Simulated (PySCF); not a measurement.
## NMR shielding calculation, with input and output: C₃H₅FOSi

The run: NMR shielding calculation of C₃H₅FOSi. Method and program: GIAO PBE0/pcSseg-1 NMR shielding, non-relativistic, gas phase (PySCF 2.14.0).

The geometry comes from this level: GFN2-xTB. Figures and captions count atoms from 1; the log counts them from 0 in places.

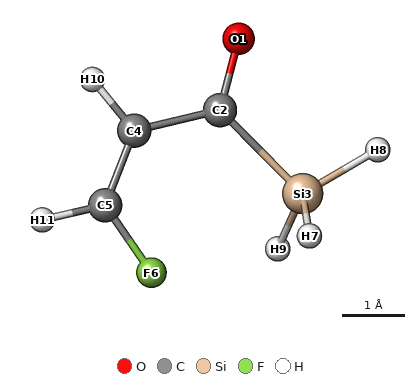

**Figure 1.** The input geometry (ball-and-stick view, seen at a tilt; atoms are numbered from 1 in the order of the input). Bond lengths as drawn: C–C 1.33 to 1.48 Å, C–F 1.34 Å, C–H 1.08 Å, C–O 1.22 Å, C–Si 1.93 Å and H–Si 1.46 Å.

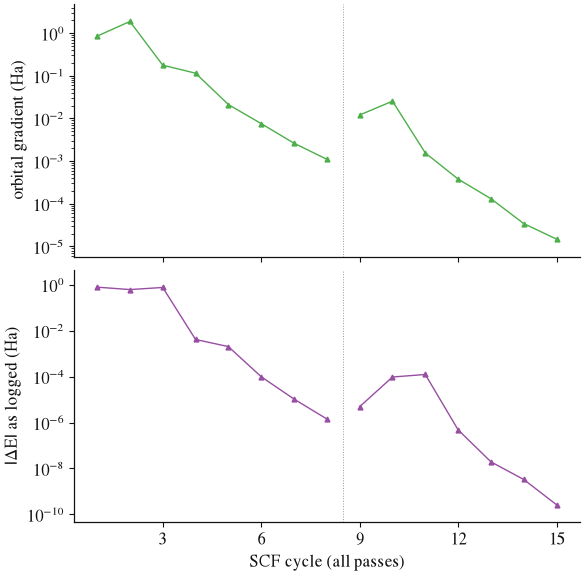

**Figure 2.** Convergence of the self-consistent field: orbital gradient and size of the energy change against the SCF cycle. The dotted line marks the change from a coarse to the final integration grid. The first 8 cycles use a coarse grid, the final grid takes over at cycle 9, and the field converges after 15 cycles in all.

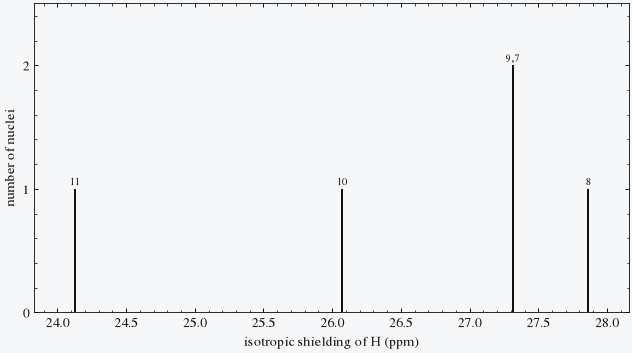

**Figure 3.** Isotropic shieldings of the hydrogen nuclei in this fixed geometry, labelled by atom number; shielding grows to the right, so chemical shift grows to the left. The least shielded is H11 (24.1 ppm), the most shielded H8 (27.9 ppm).

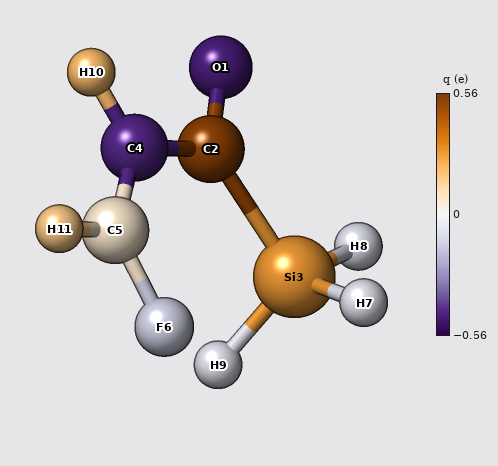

**Figure 4.** ESP-fitted charges, as the colour of each atom (ball-and-stick view, seen at a tilt; atoms are numbered from 1 in the order of the input). By element: O −0.47, C −0.45 to +0.53, Si +0.29, F −0.13 and H −0.09 to +0.21 e.

These pictures come from the run below.

## The input
```
{"job": {"kind": "nmr", "xc": "PBE0", "basis": "pcSseg-1"}, "charge": 0, "multiplicity": 1}
O     -0.723214     2.128642    -0.191955
C     -0.327875     0.982531    -0.091487
Si    -1.561547    -0.398590     0.438206
C      1.091670     0.686669    -0.378636
C      1.661677    -0.507811    -0.312878
F      0.997484    -1.615768     0.031084
H     -1.629490    -1.378193    -0.643893
H     -2.838088     0.280274     0.630608
H     -1.071002    -0.988472     1.681915
H      1.703666     1.531314    -0.664614
H      2.702143    -0.717926    -0.524312
```

The first line tells a small driver script what to run in PySCF; the rest is the geometry in Å.

Run as:
```bash
OMP_NUM_THREADS=1 python <driver script> task.json out
```

## What the program printed
```
coarse grid: 10160 points
cycle   1  E = -581.1541916042  dE =  7.816e-01  |g| = 8.528e-01  |ddm| = 3.016e+00
cycle   2  E = -580.5403970777  dE =  6.138e-01  |g| = 1.884e+00  |ddm| = 3.326e+00
cycle   3  E = -581.2970347305  dE = -7.566e-01  |g| = 1.778e-01  |ddm| = 2.822e+00
cycle   4  E = -581.3011568486  dE = -4.122e-03  |g| = 1.154e-01  |ddm| = 2.346e-01
cycle   5  E = -581.3031736012  dE = -2.017e-03  |g| = 2.123e-02  |ddm| = 7.930e-02
cycle   6  E = -581.3032719995  dE = -9.840e-05  |g| = 7.580e-03  |ddm| = 2.490e-02
cycle   7  E = -581.3032824808  dE = -1.048e-05  |g| = 2.630e-03  |ddm| = 5.678e-03
cycle   8  E = -581.3032839059  dE = -1.425e-06  |g| = 1.104e-03  |ddm| = 3.406e-03
final grid: 95224 points
cycle   9  E = -581.3555157156  dE = -4.882e-06  |g| = 1.207e-02  |ddm| = 1.954e-02
cycle  10  E = -581.3554200491  dE =  9.567e-05  |g| = 2.546e-02  |ddm| = 3.081e-02
cycle  11  E = -581.3555433340  dE = -1.233e-04  |g| = 1.554e-03  |ddm| = 2.218e-02
cycle  12  E = -581.3555438132  dE = -4.792e-07  |g| = 3.788e-04  |ddm| = 1.398e-03
cycle  13  E = -581.3555438326  dE = -1.936e-08  |g| = 1.313e-04  |ddm| = 3.533e-04
cycle  14  E = -581.3555438359  dE = -3.301e-09  |g| = 3.423e-05  |ddm| = 1.453e-04
cycle  15  E = -581.3555438362  dE = -2.610e-10  |g| = 1.480e-05  |ddm| = 4.299e-05
converged SCF energy = -581.3555438362

GIAO shielding tensors (ppm)
atom      isotropic    diamagn.    paramagn.     s11        s22        s33       span
  0 O     -545.091     398.470    -943.561  -1513.997   -474.482    353.206   1867.203
  1 C      -42.870     249.352    -292.222   -153.169    -78.091    102.650    255.819
  2 Si     423.070     880.126    -457.056    371.327    438.949    458.934     87.607
  3 C       61.009     259.013    -198.003    -33.336     89.997    126.367    159.703
  4 C       15.265     248.218    -232.953    -81.121     44.478     82.437    163.557
  5 F      277.587     476.102    -198.515    162.255    242.191    428.315    266.059
  6 H       27.318      29.339      -2.021     24.095     27.355     30.503      6.408
  7 H       27.861      29.050      -1.189     24.629     26.180     32.775      8.146
  8 H       27.314      29.342      -2.028     24.084     27.363     30.496      6.411
  9 H       26.072      31.096      -5.023     24.373     25.593     28.251      3.877
 10 H       24.127      27.905      -3.777     21.745     23.298     27.340      5.595
```

## Key numbers

| quantity | value |
| --- | --- |
| outcome | converged |
| total energy | −581.355544 hartree |
| HOMO | −7.04 eV |
| LUMO | −1.97 eV |
| dipole moment | 2.92 D |
| isotropic shielding, O | −545.1 ppm |
| isotropic shielding, C | −42.9 to 61.0 ppm |
| isotropic shielding, Si | 423.1 ppm |
| isotropic shielding, F | 277.6 ppm |
| isotropic shielding, H | 24.1 to 27.9 ppm |
| hardware | 1 CPU thread, shared host |
| wall time | 33 s |
| peak memory | 0.64 GiB |
